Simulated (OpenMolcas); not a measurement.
# Fe³⁺ complex: multiconfigurational calculation (part 2 of 2)

Continued. System: Fe³⁺ with 6 ligands (Cl; octahedron, 2.405 Å), embedded in Cs2NaYCl6 by model potentials and point charges, whose field is part of the energies. Method: state-averaged CASSCF, active space 5 electrons in the shell 3d, basis ANO-RCC-VTZP on the metal and ANO-RCC-VDZP on the ligands, DKH2 scalar Hamiltonian, spin-orbit coupling by RASSI with atomic mean-field integrals (OpenMolcas).

Output (extracts), continued:
```
--- RASSI ---
SPIN-FREE ENERGIES:
  (Shifted by EMIN (a.u.) =      -4038.0070111766)

 SF State       Relative EMIN(au)   Rel lowest level(eV)    D:o, cm**(-1)

     1             0.0000000000        0.0000000000              0.0000
     2             0.1245329946        3.3887154174          27331.8331
     3             0.1245329946        3.3887154174          27331.8331
     4             0.1245329946        3.3887154174          27331.8331
     5             0.1463125489        3.9813672801          32111.8927
     6             0.1463125489        3.9813672801          32111.8927
     7             0.1463125489        3.9813672801          32111.8927
     8             0.1503505692        4.0912474112          32998.1358
     9             0.1522359641        4.1425516189          33411.9321
    10             0.1522359641        4.1425516189          33411.9321
    26             0.1736146249        4.7242946162          38104.0058
    27             0.1736146249        4.7242946162          38104.0058
    28             0.1736146254        4.7242946293          38104.0059
    11             0.1833241946        4.9885054662          40235.0100
    12             0.1833241946        4.9885054662          40235.0100
    13             0.1833241946        4.9885054662          40235.0100
    14             0.1879509001        5.1144045381          41250.4545
    15             0.1879509001        5.1144045381          41250.4545
    29             0.1929108855        5.2493726160          42339.0455
    30             0.1929108855        5.2493726160          42339.0455
    31             0.1929108855        5.2493726160          42339.0455
    32             0.1963374772        5.3426149260          43091.0954
    33             0.2034090108        5.5350411587          44643.1177
    34             0.2034090108        5.5350411587          44643.1177
    35             0.2034090108        5.5350411587          44643.1177
    17             0.2045188467        5.5652413335          44886.6985
    18             0.2045188467        5.5652413335          44886.6985
    16             0.2045188467        5.5652413335          44886.6985
    36             0.2110069891        5.7417926822          46310.6812
    37             0.2110069891        5.7417926822          46310.6812
    38             0.2132436780        5.8026560854          46801.5776
    39             0.2289119647        6.2290118868          50240.3691
    40             0.2289119647        6.2290118868          50240.3691
    41             0.2289119647        6.2290118868          50240.3691
    42             0.2343898342        6.3780723096          51442.6224
    43             0.2343898342        6.3780723096          51442.6224
    44             0.2378259571        6.4715739780          52196.7643
    45             0.2378259576        6.4715739907          52196.7644
    46             0.2378259576        6.4715739907          52196.7644
    19             0.2410874080        6.5603225778          52912.5700
Eigenvalues of complex Hamiltonian:
   -----------------------------------
  (Shifted by EMIN (a.u.) =      -4038.0070111766)

 SO State       Relative EMIN(au)   Rel lowest level(eV)    D:o, cm**(-1)

     1            -0.0001165027        0.0000000000              0.0000
     2            -0.0001165027        0.0000000000              0.0000
     3            -0.0001165014        0.0000000348              0.0003
     4            -0.0001165014        0.0000000348              0.0003
     5            -0.0001165014        0.0000000348              0.0003
     6            -0.0001165014        0.0000000348              0.0003
     7             0.1240287951        3.3781656466          27246.7435
     8             0.1240287951        3.3781656466          27246.7435
     9             0.1241231744        3.3807338391          27267.4573
    10             0.1241231744        3.3807338390          27267.4573
    11             0.1241231744        3.3807338391          27267.4573
    12             0.1241231744        3.3807338390          27267.4573
    13             0.1245511196        3.3923788216          27361.3804
    14             0.1245511196        3.3923788215          27361.3804
    15             0.1245511196        3.3923788215          27361.3804
    16             0.1245511196        3.3923788216          27361.3804
    17             0.1248711088        3.4010861721          27431.6100
    18             0.1248711088        3.4010861721          27431.6100
    19             0.1456392751        3.9662167665          31989.6956
    20             0.1456392751        3.9662167665          31989.6956
    21             0.1459263001        3.9740271132          32052.6903
    22             0.1459263001        3.9740271132          32052.6903
    23             0.1459263001        3.9740271133          32052.6903
    24             0.1459263001        3.9740271133          32052.6903
    25             0.1464591582        3.9885269221          32169.6391
    26             0.1464591582        3.9885269221          32169.6391
    27             0.1465199909        3.9901822638          32182.9904
    28             0.1465199909        3.9901822638          32182.9904
    29             0.1465199909        3.9901822637          32182.9904
    30             0.1465199909        3.9901822637          32182.9904
    31             0.1502163472        4.0907652434          32994.2468
    32             0.1502163472        4.0907652439          32994.2468
    33             0.1502163472        4.0907652439          32994.2468
    34             0.1502163472        4.0907652434          32994.2468
    35             0.1521097820        4.1422882291          33409.8077
    36             0.1521097820        4.1422882291          33409.8077
    37             0.1521292882        4.1428190199          33414.0888
    38             0.1521292882        4.1428190205          33414.0888
    39             0.1521292882        4.1428190205          33414.0888
    40             0.1521292882        4.1428190199          33414.0888
    41             0.1521615781        4.1436976718          33421.1756
Weights of the five most important spin-orbit-free states for each spin-orbit state.

 SO State  Total energy (au)           Spin-free states, spin, and weights
 -------------------------------------------------------------------------------------------------------
    1        -0.000117       1 2.5  0.9993    2 1.5  0.0001    3 1.5  0.0001    4 1.5  0.0001   17 1.5  0.0001
    2        -0.000117       1 2.5  0.9993    4 1.5  0.0001    3 1.5  0.0001    2 1.5  0.0001   16 1.5  0.0001
    3        -0.000117       1 2.5  0.9993    3 1.5  0.0002   18 1.5  0.0002    2 1.5  0.0002   17 1.5  0.0001
    4        -0.000117       1 2.5  0.9993    3 1.5  0.0002    4 1.5  0.0002   18 1.5  0.0002   16 1.5  0.0001
    5        -0.000117       1 2.5  0.9993    2 1.5  0.0002   17 1.5  0.0002    4 1.5  0.0001    3 1.5  0.0001
    6        -0.000117       1 2.5  0.9993    4 1.5  0.0002   16 1.5  0.0002    2 1.5  0.0001   17 1.5  0.0001
    7         0.124029       3 1.5  0.3314    2 1.5  0.3314    4 1.5  0.3314   27 0.5  0.0011   26 0.5  0.0011
    8         0.124029       3 1.5  0.3314    2 1.5  0.3314    4 1.5  0.3314   27 0.5  0.0011   28 0.5  0.0011
    9         0.124123       4 1.5  0.5433    2 1.5  0.3360    3 1.5  0.1168   26 0.5  0.0007    6 1.5  0.0004
   10         0.124123       3 1.5  0.5473    2 1.5  0.3280    4 1.5  0.1208   28 0.5  0.0007    7 1.5  0.0004
   11         0.124123       4 1.5  0.5430    2 1.5  0.3366    3 1.5  0.1165   26 0.5  0.0007    6 1.5  0.0004
   12         0.124123       3 1.5  0.5475    2 1.5  0.3275    4 1.5  0.1211   28 0.5  0.0007    7 1.5  0.0004
```

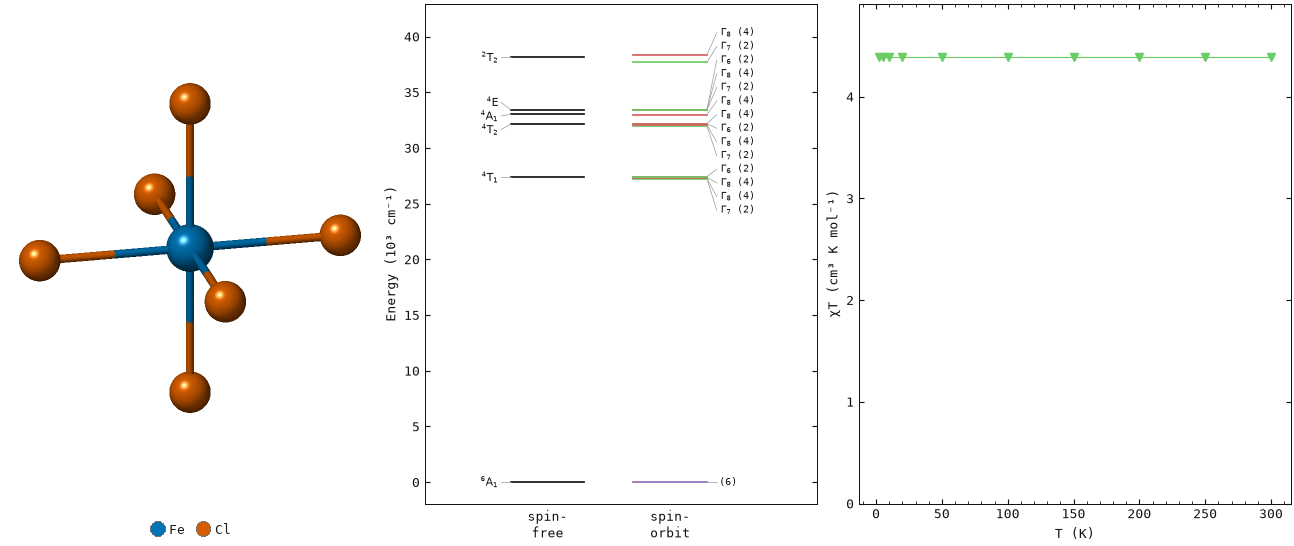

**Figure 1.** Fe³⁺ (3d⁵) as a dopant in Cs₂NaYCl₆, a cluster with its 6 nearest Cl⁻ at 2.405 Å (octahedron) embedded in model potentials and point charges; the geometry was set, not optimised, and its levels and susceptibility. Labels give the representation in O, Td, D4 or D3 as the site allows (double group for half-integer spin) where it could be assigned and, in brackets, the degeneracy; spin-free states, where drawn, share the zero of the spin-orbit levels. Powder susceptibility by Van Vleck's formula. The ground level is 6-fold degenerate, 100 % from states of spin multiplicity 6. The next level lies at 27,200 cm⁻¹ (Γ₇). The lowest spin-free state is ⁶A₁. χT is 4.39 cm³ K mol⁻¹ at 2 K and 4.39 at 300 K, an effective moment of 5.92 μB. The active orbitals hold 91 to 98 % metal character (Löwdin), and the Mulliken charge of the metal is +1.33.

Outcome of the run: converged.
